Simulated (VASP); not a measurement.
Band structure of CuGaSe2 (space group I-42d). Computed with PBE GGA, VASP's PBE PAW potentials (set 64) (plane waves; VASP).

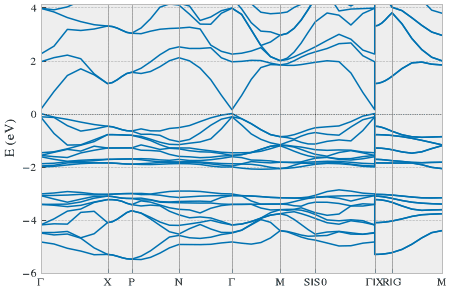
Bands along high-symmetry lines, zero at the valence-band maximum or, without a gap, the Fermi level

**Question.** Read the plot: is there a gap, and where are the band edges?

**Answer.** The gap is direct, 0.15 eV, from the valence maximum at Γ to the conduction minimum at Γ.

The structure is a typed CuGaSe2 crystal. The cell was not relaxed at this level. The k-mesh is coarse (spacing up to 0.52 per Å, 2π included), so the numbers may not be converged in it.
